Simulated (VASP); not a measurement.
Band structure of KF (rock salt). These are TPSS meta-GGA, VASP's PBE PAW potentials (set 64) (plane waves; VASP 6.6.1) values and carry that method's errors.

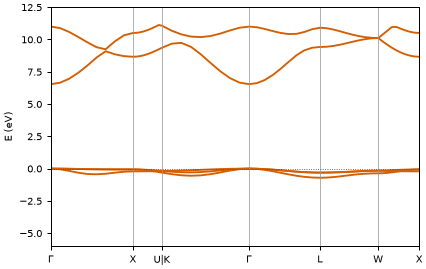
Figure: Bands along high-symmetry lines, zero at the valence-band maximum or, without a gap, the Fermi level

**Question.** Read the plot: is there a gap, and where are the band edges?

**Answer.** The gap is direct, 6.54 eV, from the valence maximum at Γ to the conduction minimum at Γ.

Measured: gap 10.90 eV (computed value off by -4.36 eV), as given by David Koller et al., Journal of Physics Condensed Matter (2013), arXiv:1304.4470.

The compound is KF in the rock salt structure. It was relaxed first.
